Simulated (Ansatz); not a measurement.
**C₆H₁₄O (SMILES CCCOCCC): density, localisation and related maps**

```xyz
21

C    -0.6411   -3.3873   -0.2715
C    -0.3511   -1.9428   -0.6409
C     0.6820   -1.3274    0.2867
O     1.0709   -0.0230   -0.0638
C     0.1182    0.9652    0.2350
C     0.7204    2.3247   -0.0314
C    -0.2566    3.4496    0.2613
H    -1.0320   -3.4659    0.7470
H     0.2641   -3.9989   -0.3246
H    -1.3793   -3.8301   -0.9429
H    -1.2781   -1.3622   -0.6076
H     0.0245   -1.8791   -1.6670
H     1.5964   -1.9282    0.2614
H     0.3092   -1.3436    1.3239
H    -0.1867    0.8846    1.2917
H    -0.7900    0.8374   -0.3729
H     1.6226    2.4327    0.5781
H     1.0430    2.3626   -1.0764
H    -1.1549    3.3680   -0.3571
H     0.1925    4.4246    0.0631
H    -0.5743    3.4391    1.3078
```

Geometry: PBE0-D4/def2-TZVP.

Method: RKS PBE0-D4/def2-TZVPP (Ansatz 0.2.0).

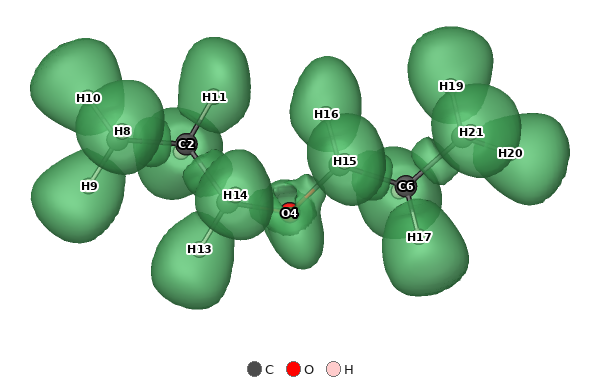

Figure 1. Isosurface of the ELF at 0.75 (green), seen across its widest extent. Only the valence region is drawn (cores and ρ < 0.01 e/Å³ removed).

Where are the electrons localised?

Answer. The ELF exceeds this value in four regions between bonded C–C atoms (shared pairs), 14 regions around hydrogen nuclei and one region on O in which the atom's valence shell and bonds are merged.


C–O (1.40 Å): the ELF peaks at about 0.90 between the atoms: a shared but strongly polarised pair. C–C (1.51 Å): the ELF peaks at about 0.95 between the atoms, as expected for a covalent bond.

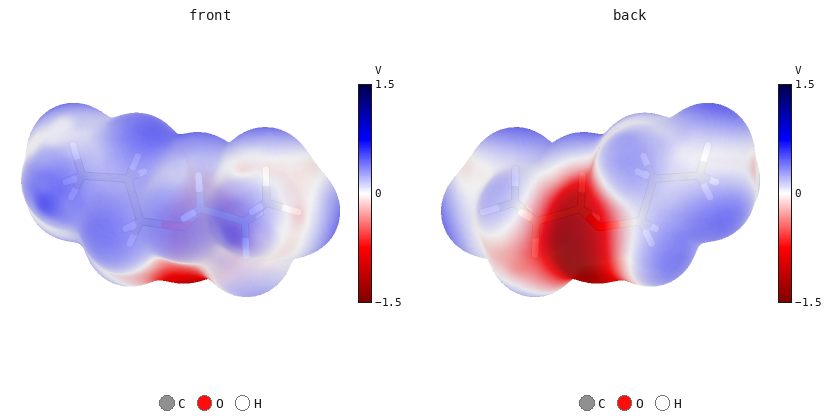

Figure 2. The electrostatic potential painted on the density surface at 0.001 e/bohr³, seen from the front and from behind; red is negative and blue positive.

Which sites attract a positive test charge, and which a negative one?

Answer. A positive charge is drawn to the negative regions and a negative charge to the positive ones. The most negative region (about −1.3 V) lies over O4, the most positive (about +0.5 V) over the H atoms. O4 is the likeliest acceptor of a hydrogen bond.

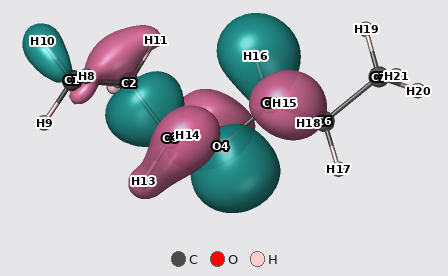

Figure 3. The HOMO at ±0.08 Å⁻³ᐟ² (teal and pink are the two phases), seen at a tilt.

Where does this orbital lie, and at what energy?

Answer. Its weight (Hirshfeld) is mainly on O4 (about 55 %), C5 (about 10 %), C3 (about 10 %), C2 (about 5 %) and H16 (about 5 %). Its energy is −7.21 eV.
